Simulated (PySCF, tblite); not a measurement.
# C3H8OS2Si2: geometry, infrared bands and NMR shifts

Aim: predict the infrared bands and NMR shifts of C3H8OS2Si2 (`O[Si]1(C[SiH3])SC=CS1`).

The runs use tblite 0.8.0 and PySCF 2.14.0, with density-fitted response routines of our own; the level of theory stands in each step. All values are computed, except where a source is named. Atoms are numbered from 0 throughout.

## 1. The molecule as given

16 atoms, charge 0, multiplicity 1; geometry from: force field or distance geometry start.

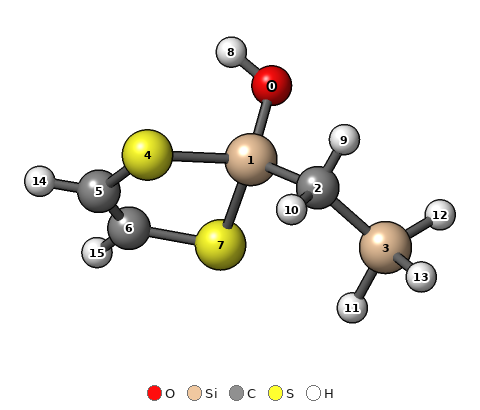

The starting geometry (oxygen red, silicon light orange, carbon grey, sulfur yellow, hydrogen white), atoms numbered.

## 2. Optimising the geometry with GFN2-xTB

The job: settings as JSON, then the geometry in Å.

```
{"job": {"kind": "relax", "xc": "GFN2-xTB", "basis": "xTB"}, "charge": 0, "multiplicity": 1}
O     -0.106300    -0.321800    -2.077500
Si    -0.083400     0.168500    -0.463300
C      1.585400     0.727200     0.157000
Si     2.620800    -0.602100     0.887600
S     -1.605500     1.630200    -0.028200
C     -2.909000     0.539300     0.452900
C     -2.655800    -0.651900     0.818800
S     -0.997400    -1.271800     0.862000
H     -0.836100     0.170600    -2.552600
H      2.130700     1.130900    -0.714500
H      1.483700     1.607600     0.856800
H      1.856800    -1.327000     1.920200
H      3.267200    -1.478400    -0.062100
H      3.723800     0.098100     1.610900
H     -3.977200     0.939400     0.438600
H     -3.505200    -1.349700     1.149600
```

Command:

```
> OMP_NUM_THREADS=1 python probes_run.py task.json out
```

This one command runs all jobs of the session in turn.

Standard output:

```text
step      E/eV     max force
  0    -668.17519    4.533
  1    -668.46193    3.305
  2    -668.62188    0.883
  3    -668.69031    0.864
  4    -668.74760    1.096
  5    -668.81077    0.416
  6    -668.82365    0.331
  7    -668.83445    0.236
  8    -668.84001    0.198
  9    -668.84527    0.166
 10    -668.84998    0.211
 11    -668.85507    0.252
 12    -668.86007    0.219
 13    -668.86428    0.160
 14    -668.86783    0.169
 15    -668.87147    0.170
 16    -668.87541    0.172
 17    -668.88007    0.200
 18    -668.88624    0.270
 19    -668.89402    0.297
 20    -668.90276    0.244
 21    -668.91074    0.225
 22    -668.91651    0.170
 23    -668.91913    0.353
 24    -668.92175    0.323
 25    -668.92513    0.132
 26    -668.92816    0.112
 27    -668.93072    0.149
 28    -668.93468    0.162
 29    -668.93937    0.173
 30    -668.94373    0.170
 31    -668.94669    0.148
 32    -668.94897    0.134
 33    -668.95132    0.139
 34    -668.95326    0.394
 35    -668.95656    0.143
 36    -668.96003    0.104
 37    -668.96184    0.121
 38    -668.96318    0.115
 39    -668.96456    0.088
 40    -668.96621    0.073
 41    -668.96772    0.082
 42    -668.96869    0.062
 43    -668.96926    0.078
 44    -668.96975    0.065
 45    -668.97040    0.077
 46    -668.97150    0.083
 47    -668.97228    0.073
 48    -668.97286    0.050
 49    -668.97322    0.054
 50    -668.97354    0.057
 51    -668.97391    0.055
 52    -668.97437    0.058
 53    -668.97483    0.054
 54    -668.97518    0.046
 55    -668.97543    0.030
 56    -668.97560    0.026
 57    -668.97575    0.028
 58    -668.97592    0.033
 59    -668.97612    0.036
 60    -668.97638    0.039
 61    -668.97669    0.057
 62    -668.97702    0.063
 63    -668.97735    0.048
 64    -668.97765    0.049
 65    -668.97793    0.044
 66    -668.97820    0.038
 67    -668.97848    0.042
 68    -668.97879    0.045
 69    -668.97912    0.041
 70    -668.97937    0.034
 71    -668.97952    0.028
 72    -668.97962    0.039
 73    -668.97976    0.049
 74    -668.97997    0.051
 75    -668.98021    0.043
 76    -668.98036    0.028
 77    -668.98043    0.016
 78    -668.98047    0.012
 79    -668.98050    0.021
 80    -668.98055    0.024
 81    -668.98060    0.026
 82    -668.98065    0.024
 83    -668.98070    0.027
 84    -668.98077    0.025
 85    -668.98088    0.027
 86    -668.98101    0.050
 87    -668.98115    0.037
 88    -668.98128    0.031
 89    -668.98140    0.029
 90    -668.98155    0.050
 91    -668.98183    0.075
 92    -668.98231    0.084
 93    -668.98290    0.069
 94    -668.98348    0.046
 95    -668.98394    0.043
 96    -668.98422    0.051
 97    -668.98438    0.050
 98    -668.98456    0.063
 99    -668.98480    0.058
100    -668.98530    0.070
101    -668.98584    0.052
102    -668.98651    0.058
103    -668.98699    0.082
104    -668.98743    0.087
105    -668.98803    0.078
106    -668.98877    0.090
107    -668.98987    0.080
108    -668.99091    0.062
109    -668.99130    0.036
110    -668.99152    0.048
111    -668.99168    0.033
112    -668.99183    0.039
113    -668.99206    0.037
114    -668.99224    0.036
115    -668.99236    0.022
116    -668.99241    0.017
117    -668.99245    0.016
118    -668.99251    0.019
119    -668.99259    0.023
120    -668.99267    0.021
121    -668.99275    0.022
122    -668.99283    0.022
123    -668.99291    0.019
124    -668.99297    0.020
125    -668.99303    0.017
126    -668.99309    0.016
127    -668.99316    0.020
128    -668.99323    0.022
129    -668.99331    0.024
130    -668.99341    0.031
131    -668.99356    0.032
132    -668.99378    0.039
133    -668.99412    0.056
134    -668.99458    0.074
135    -668.99515    0.076
136    -668.99571    0.061
137    -668.99616    0.040
138    -668.99632    0.071
139    -668.99666    0.039
140    -668.99687    0.035
141    -668.99725    0.038
142    -668.99747    0.036
143    -668.99770    0.036
144    -668.99790    0.032
145    -668.99807    0.034
146    -668.99818    0.025
147    -668.99826    0.021
148    -668.99832    0.019
149    -668.99837    0.013
150    -668.99839    0.011
151    -668.99841    0.009
```

Wall time 2.7 s (1 thread of Arm Neoverse N1, shared host); peak memory 0.18 GiB.

The steps of the relaxation: (not every step is listed)

```tsv
step	energy from step 0 (eV)	largest force (eV/Å)
0	0.0000	4.5329
1	-0.2867	3.3046
2	-0.4467	0.8826
3	-0.5151	0.8641
4	-0.5724	1.0965
5	-0.6356	0.4155
6	-0.6485	0.3314
7	-0.6593	0.2362
8	-0.6648	0.1985
21	-0.7355	0.2249
34	-0.7781	0.3937
47	-0.7971	0.0726
60	-0.8012	0.0387
73	-0.8046	0.0488
86	-0.8058	0.0499
99	-0.8096	0.0576
112	-0.8166	0.0393
125	-0.8178	0.0171
138	-0.8211	0.0710
146	-0.8230	0.0252
147	-0.8231	0.0206
148	-0.8231	0.0192
149	-0.8232	0.0134
150	-0.8232	0.0107
151	-0.8232	0.0087
```

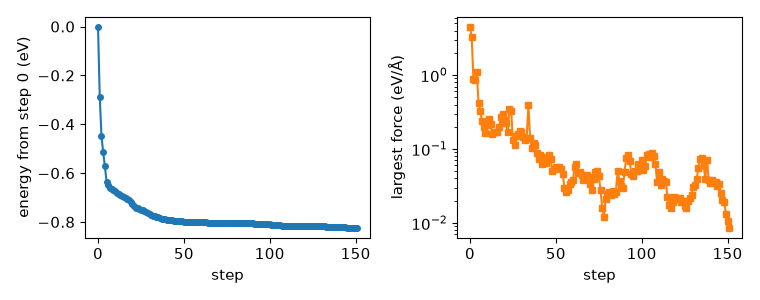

Energy and force, step by step.

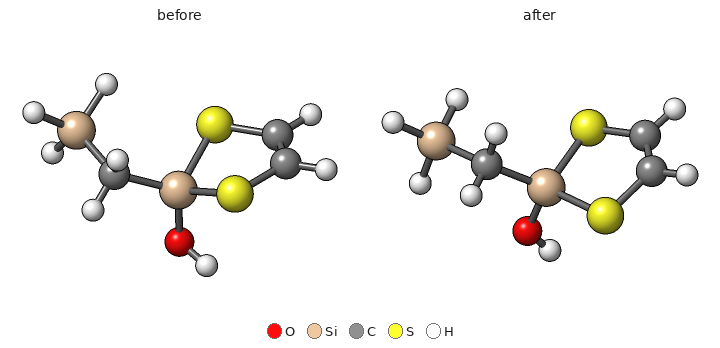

The geometry before (left) and after (right).

Distances of close pairs at the start and the end, largest changes first:

```tsv
bond	before (Å)	after (Å)	change (Å)
C6–H15	1.148	1.076	-0.072
C2–Si3	1.837	1.906	+0.069
O0–Si1	1.687	1.622	-0.065
C5–H14	1.141	1.076	-0.065
C5–C6	1.272	1.329	+0.057
O0–H8	1.000	0.957	-0.044
C2–H10	1.129	1.089	-0.040
Si3–H13	1.493	1.466	-0.028
```

The next job starts from the end point, and lists it.

## 3. Vibrational analysis with GFN2-xTB

The job: settings as JSON, then the geometry in Å.

```
{"job": {"kind": "ir", "xc": "GFN2-xTB", "basis": "xTB"}, "charge": 0, "multiplicity": 1}
O      0.327852    -0.459484    -1.796866
Si    -0.175219     0.126146    -0.370357
C      1.371741     0.775392     0.483369
Si     2.736067    -0.546210     0.641083
S     -1.769439     1.572070    -0.617471
C     -2.956436     0.720926     0.339153
C     -2.747396    -0.464346     0.902744
S     -1.249028    -1.354731     0.782338
H     -0.257611    -0.827240    -2.458211
H      1.753958     1.616162    -0.091499
H      1.121663     1.161243     1.470619
H      2.224412    -1.688324     1.397397
H      3.157297    -0.965373    -0.692557
H      3.854858     0.068782     1.361170
H     -3.894019     1.241669     0.428941
H     -3.506297    -0.967739     1.476219
```

Standard output:

```text
mode    cm-1     km/mol
  1      29.7      0.05
  2      64.1      1.99
  3      77.5      1.54
  4     112.1      1.57
  5     143.8      1.40
  6     164.8      6.01
  7     197.7      5.79
  8     215.7     21.25
  9     274.4    105.54
 10     302.3     15.91
 11     364.3      0.00
 12     440.8     31.75
 13     479.3     35.45
 14     493.2      9.52
 15     540.6     19.99
 16     595.7      8.74
 17     693.1     31.78
 18     695.8     53.10
 19     697.0     14.29
 20     720.1      5.25
 21     760.7     41.46
 22     775.8    231.46
 23     779.3    189.67
 24     788.7    595.17
 25     802.3     84.65
 26     812.6      0.40
 27     829.3    212.03
 28     907.0    205.02
 29    1011.7      2.87
 30    1126.5      0.37
 31    1132.3    130.23
 32    1218.9     43.45
 33    1437.4      2.43
 34    1598.2     32.55
 35    2247.5    350.80
 36    2276.9    238.01
 37    2297.5    251.79
 38    2989.2     17.88
 39    3003.6      8.77
 40    3103.1      0.01
 41    3114.1      6.93
 42    3606.4     41.03
```

It took 1.5 s on 1 thread of Arm Neoverse N1, shared host; peak memory 0.18 GiB.

Which atoms move in the most intense modes:

```tsv
cm⁻¹	km/mol	atoms
776	231.5	H13 48 %, H12 24 %, H11 10 %
779	189.7	H11 52 %, H12 38 %
789	595.2	H13 34 %, H11 24 %, H12 20 %, Si3 12 %
829	212.0	C2 36 %, Si1 22 %, H10 11 %
907	205.0	O0 47 %, Si1 40 %
2248	350.8	H13 97 %
2277	238.0	H11 97 %
2298	251.8	H12 97 %
```

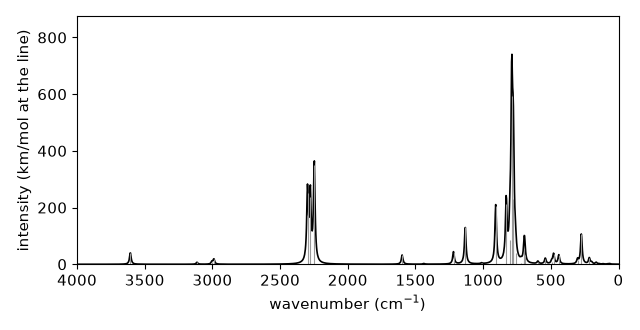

The infrared spectrum from these modes, unscaled. Lines are broadened to a width of 14 cm⁻¹ (Lorentzian).

## 4. Nuclear shieldings: PBE0/pcSseg-1

Same as in step 3 but for these lines:

```diff
@@ -1,2 +1,2 @@
-{"job": {"kind": "ir", "xc": "GFN2-xTB", "basis": "xTB"}, "charge": 0, "multiplicity": 1}
+{"job": {"kind": "nmr", "xc": "PBE0", "basis": "pcSseg-1"}, "charge": 0, "multiplicity": 1}
 O      0.327852    -0.459484    -1.796866
```

Level: GIAO PBE0/pcSseg-1 NMR shielding, non-relativistic, gas phase.

Standard output:

```text
coarse grid: 15800 points
cycle   1  E = -1568.8344411555  dE =  1.042e+00  |g| = 7.598e-01  |ddm| = 3.950e+00
cycle   2  E = -1568.7102842963  dE =  1.242e-01  |g| = 1.116e+00  |ddm| = 1.581e+00
cycle   3  E = -1568.9425168768  dE = -2.322e-01  |g| = 1.180e-01  |ddm| = 1.101e+00
cycle   4  E = -1568.9453584400  dE = -2.842e-03  |g| = 3.927e-02  |ddm| = 1.511e-01
cycle   5  E = -1568.9457001008  dE = -3.417e-04  |g| = 9.910e-03  |ddm| = 4.336e-02
cycle   6  E = -1568.9457253865  dE = -2.529e-05  |g| = 3.195e-03  |ddm| = 1.546e-02
cycle   7  E = -1568.9457274966  dE = -2.110e-06  |g| = 8.903e-04  |ddm| = 4.020e-03
final grid: 135152 points
cycle   8  E = -1569.0064544093  dE = -2.302e-05  |g| = 9.289e-03  |ddm| = 2.718e-02
cycle   9  E = -1569.0064349359  dE =  1.947e-05  |g| = 1.294e-02  |ddm| = 2.035e-02
cycle  10  E = -1569.0064735143  dE = -3.858e-05  |g| = 9.304e-04  |ddm| = 1.289e-02
cycle  11  E = -1569.0064737101  dE = -1.958e-07  |g| = 2.656e-04  |ddm| = 1.366e-03
cycle  12  E = -1569.0064737267  dE = -1.665e-08  |g| = 7.554e-05  |ddm| = 3.422e-04
cycle  13  E = -1569.0064737281  dE = -1.346e-09  |g| = 2.144e-05  |ddm| = 9.167e-05
cycle  14  E = -1569.0064737282  dE = -8.640e-11  |g| = 1.166e-05  |ddm| = 3.242e-05
converged SCF energy = -1569.0064737282

GIAO shielding tensors (ppm)
atom      isotropic    diamagn.    paramagn.     s11        s22        s33       span
  0 O      243.034     389.377    -146.343    228.275    248.779    252.047     23.772
  1 Si     308.213     878.200    -569.987    291.959    310.488    322.192     30.234
  2 C      184.370     259.962     -75.592    169.198    187.326    196.586     27.389
  3 Si     427.199     878.796    -451.597    404.018    415.554    462.025     58.007
  4 S      509.947    1059.040    -549.092    345.722    545.908    638.212    292.491
  5 C       62.001     259.264    -197.264    -34.573     87.314    133.262    167.835
  6 C       62.199     259.446    -197.248    -33.962     87.380    133.179    167.141
  7 S      517.268    1059.730    -542.462    344.777    553.599    653.430    308.653
  8 H       28.940      31.106      -2.165     21.626     23.862     41.334     19.708
  9 H       31.086      31.269      -0.183     25.817     29.263     38.180     12.363
 10 H       31.568      32.294      -0.725     26.434     30.250     38.021     11.586
 11 H       27.624      28.694      -1.070     23.167     27.687     32.019      8.852
 12 H       27.585      28.168      -0.583     23.424     26.625     32.707      9.283
 13 H       27.634      27.613       0.021     23.738     25.091     34.074     10.336
 14 H       25.744      28.959      -3.215     21.391     26.302     29.538      8.147
 15 H       25.765      29.337      -3.572     21.382     26.409     29.503      8.121
```

Run time: 71 s. Hardware: 1 thread of Arm Neoverse N1, shared host; peak memory 0.92 GiB.

Shifts follow as δ = σ(reference) − σ, with reference shieldings (ppm) from runs at the same level and on the same kind of geometry: 1H TMS 31.72, 13C TMS 186.9, 29Si TMS 349.2, 17O H2O 336.1, 33S CS2 504. The references are single molecules in the gas phase, so shifts against H2O, NH3, PH3, H3PO4 or CFCl3 are not on the usual liquid scales and can be off by tens of ppm. Atoms listed in one row are averaged.

```tsv
atoms	environment	σ (ppm)	δ (ppm)	δ scaled to CDCl3
C5, C6	alkene CH	62.1	124.8	115.5
C2	sp3 CH2 bonded to 2 Si	184.4	2.6	0.6
H14, H15	hydrogen on an alkene CH	25.75	5.96	5.73
H11, H12, H13	hydrogen on a silicon bonded to C	27.61	4.10	–
H8	hydrogen on an oxygen bonded to Si	28.94	2.78	–
H9, H10	hydrogen on an sp3 CH2 bonded to 2 Si	31.33	0.39	0.47
O0	oxygen bonded to Si, H	243.0	93.0	–
Si1	silicon bonded to C, O, 2 S, in a 5-membered ring	308.2	40.9	–
Si3	silicon bonded to C, 3 H	427.2	-78.0	–
S4, S7	sulfur bonded to C, Si, in a 5-membered ring	514	-10	–
```

The scaled column applies a straight-line fit of computed shieldings to shifts measured in CDCl3, with any fitted terms for Cl, Br or S neighbours (root-mean-square error 0.16 ppm for H, 1.9 ppm for C).

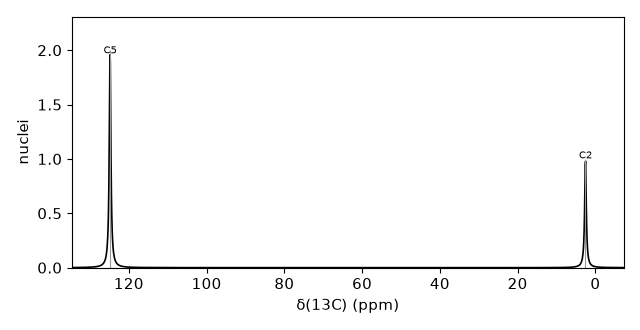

13C lines at the computed shifts, without couplings. Lines are broadened to a width of 0.49 ppm (Lorentzian).

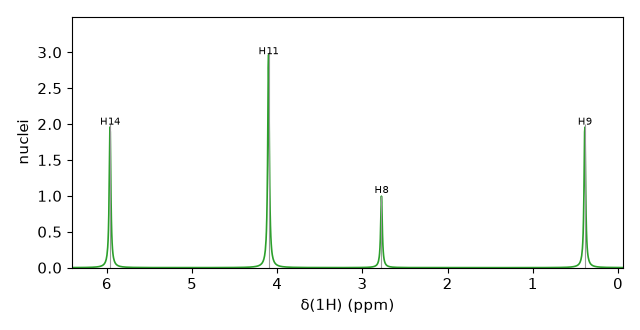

1H lines at the computed shifts, without couplings. Lines are broadened to a width of 0.02 ppm (Lorentzian).

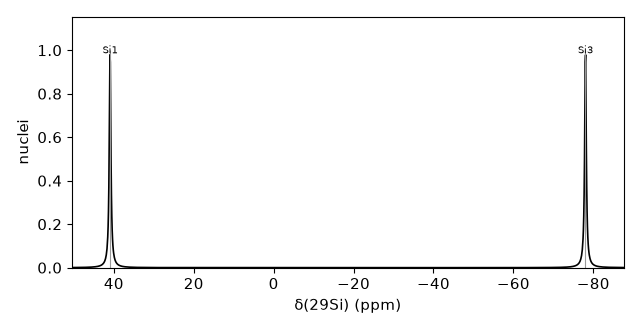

29Si lines at the computed shifts, without couplings. Lines are broadened to a width of 0.48 ppm (Lorentzian).

Charges from the same density, by scheme (e):

```tsv
atoms	Mulliken	IAO	Hirshfeld	ESP fit
O0	-0.52	-0.78	-0.30	-0.62
Si1	1.03	1.08	0.39	0.74
C2	-0.83	-0.84	-0.25	-0.59
Si3	0.48	0.61	0.31	0.47
S4, S7	-0.22	-0.11	-0.07	-0.21
C5, C6	-0.23	-0.29	-0.09	-0.25
```

Mulliken charges:

O0 -0.52; Si1 1.03; C2 -0.83; Si3 0.48; S4 -0.22; C5 -0.23; C6 -0.23; S7 -0.21; H8 0.26; H9 0.18; H10 0.19; H11 -0.07; H12 -0.06; H13 -0.08; H14 0.15; H15 0.15

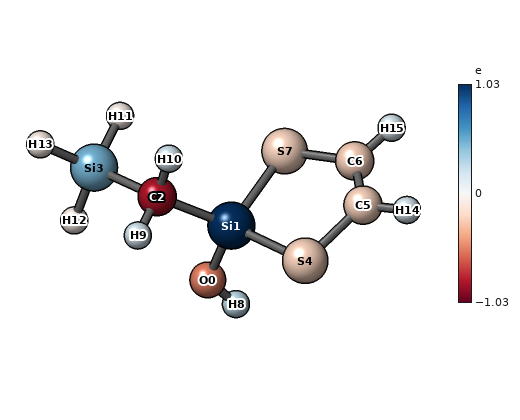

Mulliken charges, as colours on the atoms.

Mayer bond orders: O0–Si1 1.10, Si1–C2 0.93, C2–Si3 0.90, Si1–S4 0.93, S4–C5 1.08, C5–C6 1.79, C6–S7 1.08, S7–Si1 0.94.

Ring of atoms Si1, S4, C5, C6, S7: NICS(0) -7.5, NICS(1) -4.7, NICS(1)zz -4.2 ppm (means of both faces).

## 5. Summary of results

```
                                                               quantity                       value
                              strongest single infrared mode (GFN2-xTB)        789 cm⁻¹, 595 km/mol
                                           zero-point energy (GFN2-xTB)               62.8 kcal/mol
13C shifts against TMS (PBE0/pcSseg-1, means over atoms taken as alike)              124.8, 2.6 ppm
 1H shifts against TMS (PBE0/pcSseg-1, means over atoms taken as alike)  5.96, 4.10, 2.78, 0.39 ppm
                                 17O shifts against H2O (PBE0/pcSseg-1)                    93.0 ppm
                                29Si shifts against TMS (PBE0/pcSseg-1)             40.9, -78.0 ppm
33S shifts against CS2 (PBE0/pcSseg-1, means over atoms taken as alike)                     -10 ppm
```

**Reading.** Over 151 steps the energy fell by 0.823 eV; of the close pairs, C6–H15 changed most, 1.148 to 1.076 Å. No mode is imaginary among the 42: a minimum at this level. The strongest single mode, at 789 cm⁻¹, moves mainly H13, H11 and H12. GFN2-xTB is a fitted tight-binding method: band positions and strengths are rough. Its intensities can rank the bands wrongly. The most deshielded carbon is C5, C6 (mean) (alkene CH), at 124.8 ppm: as expected for a trigonal carbon in a double bond. The most deshielded hydrogen is H14, H15 (mean) (hydrogen on an alkene CH), at 5.96 ppm: olefinic region. At PBE0/pcSseg-1: The widest tensor belongs to S4, S7: span 301 ppm, with a paramagnetic part of -546 ppm.
